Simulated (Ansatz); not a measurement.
Cl₃HOTi

Input

```
crystal:
  periodic: [false, false, false]
  atoms:
    - {symbol: Ti, position_ang: [-0.206067, 0.296064, 0.077173]}
    - {symbol: Cl, position_ang: [-2.117785, -0.306061, -0.777535]}
    - {symbol: O, position_ang: [1.038411, -0.790018, -0.484967]}
    - {symbol: H, position_ang: [1.348261, -1.694872, -0.538683]}
    - {symbol: Cl, position_ang: [0.282081, 2.333654, -0.523697]}
    - {symbol: Cl, position_ang: [-0.345002, 0.161334, 2.247609]}
basis:
  gaussian: {orbitals: def2-TZVPP}
hamiltonian: {xc: pbe0, dispersion: d4}
output: {orbitals: {seedname: orbitals}}
```

Command:

```sh
ansatz run in.yaml --threads 8 --pin off --events-out ev --progress --plain --max-ram 19148MiB
```

The reactant side of a reaction path; geometry: PBE0-D4/def2-TZVP.

Computed with RKS PBE0-D4/def2-TZVPP (Ansatz).

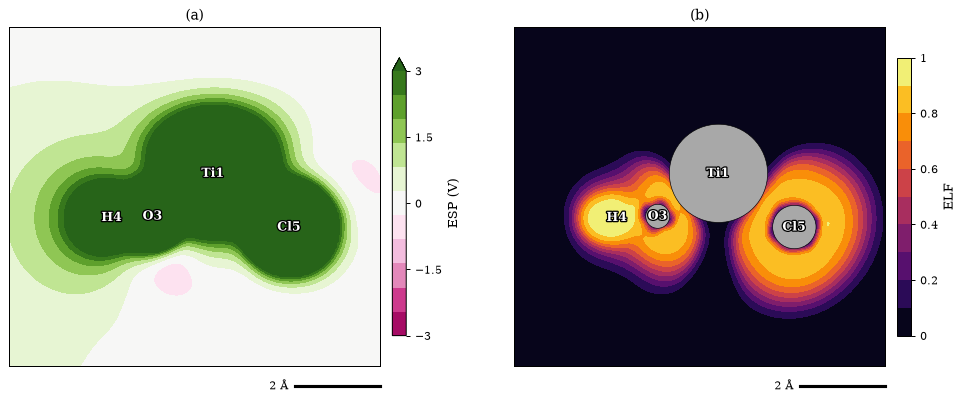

Figure 1. (a) molecular electrostatic potential; (b) ELF on the plane of atoms Ti1, O3 and H4. Grey discs cover the atomic cores in the ELF map.

**What does the map show?**

The plane passes through Ti, O, H and Cl nuclei. Ti–O (1.74 Å): the ELF peaks at about 0.85 in the valence shell of O, 0.5 Å from its nucleus, and drops to about 0.25 between the two atoms. Ti–Cl (2.18 Å): the ELF peaks at about 0.85 in the valence shell of Cl, 0.8 Å from its nucleus, and is about 0.45 at the midpoint. O–H (0.96 Å): the ELF climbs to about 1 towards the hydrogen, as it does in any bond to H (an ordinary covalent bond to hydrogen). Outside the dense part of the molecule the potential is most negative (−0.5 V) near O3.

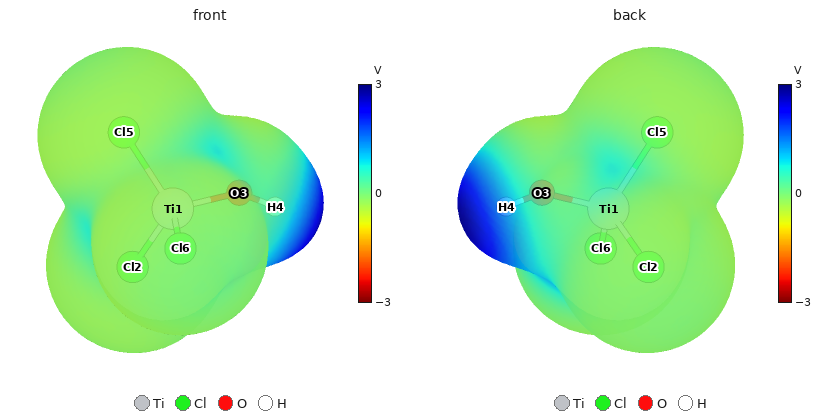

Figure 2. The molecular electrostatic potential painted on the density surface at 0.001 e/bohr³, seen from the front and from behind; the colour scale runs from red (negative) to blue (positive).

**Describe the electrostatic potential map.**

The most negative region (about −0.3 V) lies over Cl2, O3, Cl5 and Cl6, the most positive (about +2.8 V) over H4.
